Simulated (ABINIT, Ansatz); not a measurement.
# How the form of the self-energy moves the gap of Cs2NaAlH6 (Fm-3m)

Wanted: the gap of Cs2NaAlH6 (Fm-3m) under several approximations, with cost.

Calculated with ABINIT 10.8.3; LDA and many-body steps on it, plane waves.

## 1. Starting point

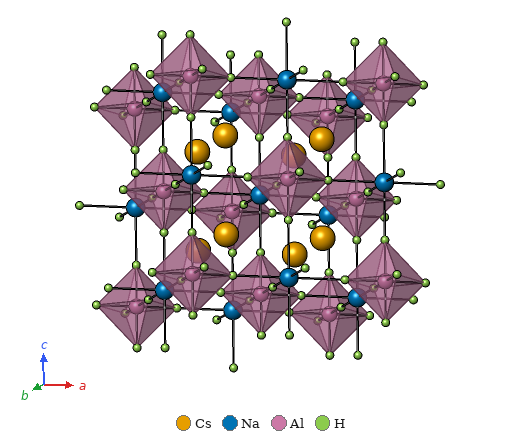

The starting structure, seen slightly off an axis (caesium orange, sodium blue, aluminium pink, hydrogen green). This picture shows the conventional cell, with its axes. Some periodic images of atoms are drawn too.

The cell and positions are those that the Materials Project relaxed with its own functionals (PBE, PBE+U or r2SCAN), kept fixed. Spin-orbit coupling is left out unless a step names it.

## 2. Empty states on the mesh, 2×2×2 mesh, 304 bands

This step: ABINIT 10.8.3; DFT, LDA, plane waves, norm-conserving pseudopotentials.

The sums over transitions need many empty states on a uniform mesh; this step solves for them.

run.abi

```
acell 3*1.0 Angstrom
rprim 
  -0.000000000000 4.312959000000 4.312959000000
  4.312959000000 -0.000000000000 4.312959000000
  4.312959000000 4.312959000000 -0.000000000000
ntypat 4
znucl 55 11 13 1
natom 10
typat 1 1 2 3 4 4 4 4 4 4
xred 
  0.250000000000 0.250000000000 0.250000000000
  0.750000000000 0.750000000000 0.750000000000
  0.500000000000 0.500000000000 0.500000000000
  -0.000000000000 -0.000000000000 0.000000000000
  0.208755000000 0.791245000000 0.791245000000
  0.208755000000 0.791245000000 0.208755000000
  0.791245000000 0.208755000000 0.791245000000
  0.791245000000 0.791245000000 0.208755000000
  0.208755000000 0.208755000000 0.791245000000
  0.791245000000 0.208755000000 0.208755000000
pp_dirpath "pseudos"
pseudos "Cs.upf, Na.upf, Al.upf, H.upf"
ecut 38
ngkpt 2 2 2
nshiftk 1
shiftk 0 0 0
kptopt 1
chksymbreak 0
iscf -2
irdden 1
istwfk *1
nband 304
nbdbuf 26
tolwfr 1e-09
nstep 60
prtvol 0
indata_prefix "in"
outdata_prefix "out"
tmpdata_prefix "tmp"
```

The run is started by

```sh
OMP_NUM_THREADS=1 mpirun -n 4 abinit run.abi > log
```

Numbers of over 12 decimals in the logs are rounded to 6 here.

What it wrote:

```text
.Version 10.8.3 of ABINIT. v10.8.2 released Aug 2026.

 Symmetries : space group Fm -3 m (#225); Bravais cF (face-center cubic)
[... echo of the input left out ...]
== DATASET  1 ==================================================================
-   mpi_nproc: 4, omp_nthreads: 1 (-1 if OMP is not activated)
-    --> not optimal distribution: autoparal keyword recommended in input file <--

--- !DatasetInfo
iteration_state: {dtset: 1, }
dimensions: {natom: 10, nkpt: 3, mband: 304, nsppol: 1, nspinor: 1, nspden: 1, mpw: 12150, }
cutoff_energies: {ecut:  38.0, pawecutdg:  -1.0, }
[...]
2.79269    2.79270    2.79270    2.79788    2.79788    2.79788    2.79960    2.79960
   2.79960    2.83174    2.83176    2.85087    2.85092    2.85132    2.86119    2.89685
 prteigrs : prtvol=0 or 1, do not print more k-points.

== END DATASET(S) ==============================================================
================================================================================

 -outvars: echo values of variables after computation  --------
            nband         304
             nkpt           3
          spgroup         225
 [... the other variables as echoed above ...]

 Calculation completed.
```

Wall time 6 min (4 MPI ranks of Arm Neoverse N1, shared host); peak memory 0.68 GiB; 24 min of CPU time.

Numbers from this step:

```yaml
gap: 1.756 eV
k_of_the_valence_top: 0.5, 0.5, 0
k_of_the_conduction_bottom: 0, 0, 0
least_direct_gap: 2.221 eV
k_points_computed: 3
lowest_point_of_the_top_converged_band_above_the_valence_top: 70.9311 eV
```

On this mesh the gap is 1.756 eV.

The density comes from a self-consistent run that is not shown.

## 3. Screening, 2×2×2 mesh, 124 bands, screening to 114.3 eV

The RPA dielectric matrix is built and inverted for each q.

This step: RPA screening on LDA, plane waves, norm-conserving pseudopotentials.

Edit run.abi of step 2 so:

```diff
@@ -28,10 +28,11 @@
 chksymbreak 0
-iscf -2
-irdden 1
 istwfk *1
-nband 304
-nbdbuf 26
-tolwfr 1e-09
-nstep 60
-prtvol 0
+occopt 1
+irdwfk 1
+optdriver 3
+nband 124
+ecuteps 4.2
+inclvkb 2
+awtr 1
+symchi 1
 indata_prefix "in"
```

What it wrote:

```text
.Version 10.8.3 of ABINIT. v10.8.2 released Aug 2026.

 Symmetries : space group Fm -3 m (#225); Bravais cF (face-center cubic)
[... echo of the input left out ...]
== DATASET  1 ==================================================================
-   mpi_nproc: 4, omp_nthreads: 1 (-1 if OMP is not activated)

--- !DatasetInfo
iteration_state: {dtset: 1, }
dimensions: {natom: 10, nkpt: 3, mband: 124, nsppol: 1, nspinor: 1, nspden: 1, mpw: 12150, }
cutoff_energies: {ecut:  38.0, pawecutdg:  -1.0, }
electrons: {nelect:   3.60000000E+01, charge:   0.00000000E+00, occopt:   1.00000000E+00, tsmear:   1.00000000E-02, }

 SCREENING: Calculation of the susceptibility and dielectric matrices

 Based on a program developped by R.W. Godby, V. Olevano, G. Onida, and L. Reining.
 Incorporated in ABINIT by V. Olevano, G.-M. Rignanese, and M. Torrent.
.Using double precision arithmetic ; gwpc =  8

[... cell and pseudopotentials left out ...]
--------------------------------------------------------------------------------

 ==== K-mesh for the wavefunctions ====
 Number of points in the irreducible wedge :     3
[... list of points left out ...]
 Together with 48 symmetry operations and time-reversal symmetry
 yields     8 points in the full Brillouin Zone.

 ==== Q-mesh for the screening function ====
 Number of points in the irreducible wedge :     3
[... list of points left out ...]
 Together with 48 symmetry operations and time-reversal symmetry
 yields     8 points in the full Brillouin Zone.

 setmesh: FFT mesh size selected  =    45x   45x   45
          total number of points  =        91125

 vcoul_init : cutoff-mode = AUXILIARY_FUNCTION
 q-points for optical limit:   1
     1)      0.000010    0.000020    0.000030

- screening: taking advantage of time-reversal symmetry
- Maximum band index for partially occupied states nbvw = 18
- Remaining bands to be divided among processors   nbcw = 106
- Number of bands treated by each node ~26

 Number of electrons calculated from density =   36.0000; Expected =   36.0000
 average of density, n =  0.033247
 r_s =    1.9292
 omega_plasma =   17.5886 [eV]

 calculating chi0 at frequencies [eV] :
  1    0.000000E+00    0.000000E+00
  2    0.000000E+00    1.758857E+01

--------------------------------------------------------------------------------
  q-point number  1        q = ( 0.000000, 0.000000, 0.000000) [r.l.u.]
--------------------------------------------------------------------------------
[... chi0 elements left out ...]
 For q-point:  0.000010 0.000020 0.000030
  dielectric constant =   4.3816
  dielectric constant without local fields =   5.0376

  Average fulfillment of the sum rule on Im[epsilon] for q-point    1 :     62.97  [%]
[... wings left out ...]
  q-point number  2        q = ( 0.500000, 0.000000, 0.000000) [r.l.u.]
--------------------------------------------------------------------------------
[... chi0 elements left out ...]
  Average fulfillment of the sum rule on Im[epsilon] for q-point    2 :     69.67  [%]

 [... 1 further q-points ...]
```

It took 57 s on 4 MPI ranks; peak memory 2.2 GiB; 3.8 min of CPU time.

Numbers from this step:

- ε∞ with local fields, on this mesh, along the program's q direction: 4.382
- the same without local fields: 5.038
- plasma frequency: 17.59 eV
- plane waves in the screening matrix: 459

Local fields lower ε∞ by 13 %. On a Γ-centred mesh this coarse the value itself is usually too large, while a short band sum pulls it down.

## 4. G0W0, Godby-Needs plasmon pole

The self-energy is evaluated for the states that the input lists, and the levels follow from it, in one-shot runs by the linearised quasiparticle equation.

This step: G0W0 on LDA, plane waves, norm-conserving pseudopotentials.

Edit run.abi of step 3 so:

```diff
@@ -31,8 +31,17 @@
 irdwfk 1
-optdriver 3
+optdriver 4
 nband 124
+gwcalctyp 0
+ecutsigx 38
+symsigma 1
+nkptgw 2
+kptgw 
+  0.5000000000 0.5000000000 0.0000000000
+  0.0000000000 0.0000000000 0.0000000000
+bdgw 
+  17 20
+  17 22
 ecuteps 4.2
-inclvkb 2
-awtr 1
-symchi 1
+irdscr 1
+ppmodel 1
 indata_prefix "in"
```

What it wrote:

```text
.Version 10.8.3 of ABINIT. v10.8.2 released Aug 2026.

 Symmetries : space group Fm -3 m (#225); Bravais cF (face-center cubic)
[... echo of the input left out ...]
== DATASET  1 ==================================================================
-   mpi_nproc: 4, omp_nthreads: 1 (-1 if OMP is not activated)

--- !DatasetInfo
iteration_state: {dtset: 1, }
dimensions: {natom: 10, nkpt: 3, mband: 124, nsppol: 1, nspinor: 1, nspden: 1, mpw: 12150, }
cutoff_energies: {ecut:  38.0, pawecutdg:  -1.0, }
electrons: {nelect:   3.60000000E+01, charge:   0.00000000E+00, occopt:   1.00000000E+00, tsmear:   1.00000000E-02, }

 SIGMA: Calculation of the GW corrections

 Based on a program developped by R.W. Godby, V. Olevano, G. Onida, and L. Reining.
 Incorporated in ABINIT by V. Olevano, G.-M. Rignanese, and M. Torrent.
.Using double precision arithmetic ; gwpc =  8

[... cell and pseudopotentials left out ...]
--------------------------------------------------------------------------------

 ==== K-mesh for the wavefunctions ====
 Number of points in the irreducible wedge :     3
[... list of points left out ...]
 Together with 48 symmetry operations and time-reversal symmetry
 yields     8 points in the full Brillouin Zone.

 ==== Q-mesh for screening function ====
 Number of points in the irreducible wedge :     3
[... list of points left out ...]
 Together with 48 symmetry operations and time-reversal symmetry
 yields     8 points in the full Brillouin Zone.

 vcoul_init : cutoff-mode = AUXILIARY_FUNCTION
 q-points for optical limit:   1
     1)      0.000010    0.000020    0.000030
 setmesh: FFT mesh size selected  =    64x   64x   64
          total number of points  =       262144

 Number of electrons calculated from density =   36.0000; Expected =   36.0000
 average of density, n =  0.033247
 r_s =    1.9292
 omega_plasma =   17.5886 [eV]

 === KS Band Gaps ===
  >>>> For spin  1
   Minimum direct gap =   2.2207 [eV], located at k-point      :   0.0000  0.0000  0.0000
   Fundamental gap    =   1.7564 [eV], Top of valence bands at :   0.5000  0.5000  0.0000
                                       Bottom of conduction at :   0.0000  0.0000  0.0000
 SIGMA fundamental parameters:
 PLASMON POLE MODEL  1
 number of plane-waves for SigmaX                12039
 number of plane-waves for SigmaC and W            459
 number of plane-waves for wavefunctions         12039
 number of bands                                   124
 number of independent spin polarizations            1
 number of spinorial components                      1
 number of k-points in IBZ                           3
 number of q-points in IBZ                           3
 number of symmetry operations                      48
 number of k-points in BZ                            8
 number of q-points in BZ                            8
 number of frequencies for dSigma/dE                 9
 frequency step for dSigma/dE [eV]                0.25
 number of omega for Sigma on real axis              0
 max omega for Sigma on real axis  [eV]           0.00
 zcut for avoiding poles [eV]                     0.10

 EPSILON^-1 parameters (SCR file):
 dimension of the eps^-1 matrix on file            459
 dimension of the eps^-1 matrix used               459
 number of plane-waves for wavefunctions         12039
 number of bands                                   124
 number of q-points in IBZ                           3
 number of frequencies                               2
 number of real frequencies                          1
 number of imag frequencies                          1

 matrix elements of self-energy operator (all in [eV])

 Perturbative Calculation

--- !SelfEnergy_ee
iteration_state: {dtset: 1, }
kpoint     : [   0.500,    0.500,    0.000, ]
spin       : 1
KS_gap     :    3.447
QP_gap     :    5.327
Delta_QP_KS:    1.880
data: !SigmaeeData |
     Band     E0 <VxcDFT>   SigX SigC(E0)      Z dSigC/dE  Sig(E)    E-E0       E
       17   0.877 -10.223 -12.979   1.886   0.792  -0.263 -10.912  -0.689   0.188
       18   1.987 -10.799 -13.728   2.013   0.788  -0.269 -11.522  -0.722   1.265
       19   5.434  -7.988  -3.458  -3.140   0.833  -0.200  -6.830   1.158   6.592
       20   6.366  -8.237  -3.582  -3.202   0.830  -0.205  -7.031   1.206   7.572

--- !SelfEnergy_ee
iteration_state: {dtset: 1, }
kpoint     : [   0.000,    0.000,    0.000, ]
spin       : 1
KS_gap     :    2.221
QP_gap     :    3.979
Delta_QP_KS:    1.758
data: !SigmaeeData |
     Band     E0 <VxcDFT>   SigX SigC(E0)      Z dSigC/dE  Sig(E)    E-E0       E
       17   1.523 -10.340 -13.117   1.913   0.790  -0.265 -11.023  -0.683   0.840
       18   1.523 -10.340 -13.117   1.913   0.790  -0.265 -11.023  -0.683   0.840
       19   3.744  -8.104  -3.888  -2.920   0.830  -0.205  -7.029   1.075   4.819
       20   7.544  -8.602  -3.839  -3.306   0.821  -0.218  -7.406   1.196   8.740
       21   7.544  -8.602  -3.839  -3.306   0.821  -0.218  -7.406   1.196   8.740
       22   7.544  -8.602  -3.839  -3.306   0.821  -0.218  -7.406   1.196   8.740

== END DATASET(S) ==============================================================
================================================================================

 -outvars: echo values of variables after computation  --------
           etotal      0.0000000000E+00
            nband         124
             nkpt           3
          spgroup         225
 [... the other variables as echoed above ...]

 Calculation completed.
```

Run time: 28 s. Hardware: 4 MPI ranks; peak memory 1.5 GiB.

Numbers from this step:

- G0W0 gap on the points computed: 3.554 eV
- starting gap on the mesh: 1.756 eV
- k of the valence top: 0.5, 0.5, 0
- k of the conduction bottom: 0, 0, 0
- Z at the valence top: 0.788
- Z at the conduction bottom: 0.83
- least direct G0W0 gap on the computed points: 3.979 eV

The gap on the mesh goes from 1.76 eV to 3.55 eV, a correction of +1.80 eV.

## 5. G0W0, Engel-Farid plasmon pole

Edit run.abi of step 4 so:

```diff
@@ -45,3 +45,3 @@
 irdscr 1
-ppmodel 1
+ppmodel 4
 indata_prefix "in"
```

What it wrote:

```text
.Version 10.8.3 of ABINIT. v10.8.2 released Aug 2026.

 Symmetries : space group Fm -3 m (#225); Bravais cF (face-center cubic)
[... echo of the input left out ...]
== DATASET  1 ==================================================================
-   mpi_nproc: 4, omp_nthreads: 1 (-1 if OMP is not activated)

--- !DatasetInfo
iteration_state: {dtset: 1, }
dimensions: {natom: 10, nkpt: 3, mband: 124, nsppol: 1, nspinor: 1, nspden: 1, mpw: 12150, }
cutoff_energies: {ecut:  38.0, pawecutdg:  -1.0, }
electrons: {nelect:   3.60000000E+01, charge:   0.00000000E+00, occopt:   1.00000000E+00, tsmear:   1.00000000E-02, }

 SIGMA: Calculation of the GW corrections

 Based on a program developped by R.W. Godby, V. Olevano, G. Onida, and L. Reining.
 Incorporated in ABINIT by V. Olevano, G.-M. Rignanese, and M. Torrent.
.Using double precision arithmetic ; gwpc =  8

[... cell and pseudopotentials left out ...]
--------------------------------------------------------------------------------

 ==== K-mesh for the wavefunctions ====
 Number of points in the irreducible wedge :     3
[... list of points left out ...]
 Together with 48 symmetry operations and time-reversal symmetry
 yields     8 points in the full Brillouin Zone.

 ==== Q-mesh for screening function ====
 Number of points in the irreducible wedge :     3
[... list of points left out ...]
 Together with 48 symmetry operations and time-reversal symmetry
 yields     8 points in the full Brillouin Zone.

 vcoul_init : cutoff-mode = AUXILIARY_FUNCTION
 q-points for optical limit:   1
     1)      0.000010    0.000020    0.000030
 setmesh: FFT mesh size selected  =    64x   64x   64
          total number of points  =       262144

 Number of electrons calculated from density =   36.0000; Expected =   36.0000
[...]
number of omega for Sigma on real axis              0
 max omega for Sigma on real axis  [eV]           0.00
 zcut for avoiding poles [eV]                     0.10

 EPSILON^-1 parameters (SCR file):
 dimension of the eps^-1 matrix on file            459
 dimension of the eps^-1 matrix used               459
 number of plane-waves for wavefunctions         12039
 number of bands                                   124
 number of q-points in IBZ                           3
 number of frequencies                               2
 number of real frequencies                          1
 number of imag frequencies                          1

 matrix elements of self-energy operator (all in [eV])

 Perturbative Calculation

--- !SelfEnergy_ee
iteration_state: {dtset: 1, }
kpoint     : [   0.500,    0.500,    0.000, ]
spin       : 1
KS_gap     :    3.447
QP_gap     :    5.339
Delta_QP_KS:    1.892
data: !SigmaeeData |
     Band     E0 <VxcDFT>   SigX SigC(E0)      Z dSigC/dE  Sig(E)    E-E0       E
       17   0.877 -10.223 -12.979   1.785   0.799  -0.252 -10.999  -0.776   0.101
       18   1.987 -10.799 -13.728   1.921   0.794  -0.259 -11.600  -0.801   1.187
       19   5.434  -7.988  -3.458  -3.229   0.839  -0.192  -6.897   1.092   6.526
[...]
--- !SelfEnergy_ee
iteration_state: {dtset: 1, }
kpoint     : [   0.000,    0.000,    0.000, ]
spin       : 1
KS_gap     :    2.221
QP_gap     :    4.000
Delta_QP_KS:    1.780
data: !SigmaeeData |
     Band     E0 <VxcDFT>   SigX SigC(E0)      Z dSigC/dE  Sig(E)    E-E0       E
[...]
21   7.544  -8.602  -3.839  -3.354   0.828  -0.208  -7.436   1.166   8.709
       22   7.544  -8.602  -3.839  -3.354   0.828  -0.208  -7.436   1.166   8.709

== END DATASET(S) ==============================================================
================================================================================

 -outvars: echo values of variables after computation  --------
           etotal      0.0000000000E+00
            nband         124
             nkpt           3
          spgroup         225
 [... the other variables as echoed above ...]

 Calculation completed.
```

It took 18 s on 4 MPI ranks; peak memory 1.4 GiB.

Numbers from this step:

```yaml
g0w0_gap_on_the_points_computed: 3.568 eV
starting_gap_on_the_mesh: 1.756 eV
k_of_the_valence_top: 0.5, 0.5, 0
k_of_the_conduction_bottom: 0, 0, 0
z_at_the_valence_top: 0.794
z_at_the_conduction_bottom: 0.834
least_direct_g0w0_gap_on_the_computed_points: 4 eV
```

Against G0W0 in ABINIT (2×2×2 mesh, 124 bands, screening to 114.3 eV, Godby-Needs plasmon pole), the gap moves by +0.014 eV.

## 6. G0W0, Hybertsen-Louie plasmon pole

Edit run.abi of step 5 so:

```diff
@@ -45,3 +45,3 @@
 irdscr 1
-ppmodel 4
+ppmodel 2
 indata_prefix "in"
```

What it wrote:

```text
.Version 10.8.3 of ABINIT. v10.8.2 released Aug 2026.

 Symmetries : space group Fm -3 m (#225); Bravais cF (face-center cubic)
[... echo of the input left out ...]
== DATASET  1 ==================================================================
-   mpi_nproc: 4, omp_nthreads: 1 (-1 if OMP is not activated)

--- !DatasetInfo
iteration_state: {dtset: 1, }
dimensions: {natom: 10, nkpt: 3, mband: 124, nsppol: 1, nspinor: 1, nspden: 1, mpw: 12150, }
cutoff_energies: {ecut:  38.0, pawecutdg:  -1.0, }
[...]
Band     E0 <VxcDFT>   SigX SigC(E0)      Z dSigC/dE  Sig(E)    E-E0       E
[...]
21   7.544  -8.602  -3.839  -3.556   0.860  -0.163  -7.564   1.038   8.581
       22   7.544  -8.602  -3.839  -3.556   0.860  -0.163  -7.564   1.038   8.581

== END DATASET(S) ==============================================================
================================================================================

 -outvars: echo values of variables after computation  --------
           etotal      0.0000000000E+00
            nband         124
             nkpt           3
          spgroup         225
 [... the other variables as echoed above ...]

 Calculation completed.
```

The job ended after 28 s (4 MPI ranks; peak memory 1.4 GiB; 1.8 min of CPU time).

Numbers from this step:

* G0W0 gap on the points computed: 3.395 eV
* starting gap on the mesh: 1.756 eV
* k of the valence top: 0.5, 0.5, 0
* k of the conduction bottom: 0, 0, 0
* least direct G0W0 gap on the computed points: 3.837 eV

Against G0W0 in ABINIT (2×2×2 mesh, 124 bands, screening to 114.3 eV, Godby-Needs plasmon pole), the gap moves by −0.159 eV.

(Part 1 of 2 ends here.)

[Paths, hosts, dates, memory and timing lines, banners, echoed tables and standing remarks are left out of the program output.]

[Logs are printed without paths, hosts, clocks, repeated set-up lines and the standing remarks that a program may print on its own settings, such as how far it seeks lower states.]

[Runs of the session that timed out or met a known fault of the program may be left out.]

[Hosts, paths, dates, database ids (printed as entryN), source tags and the programs' standing remarks are cut or masked in the printed files.]

[G0W0 gaps are taken among the corrected bands and points alone; a level outside them can change the order at an edge.]

[Where Ansatz stands beside ABINIT at settings called matched, ABINIT's density can come from a denser mesh and the files from another edition; pairs whose starting gaps differed by over 0.03 eV were left out, so agreement reads better than it is.]
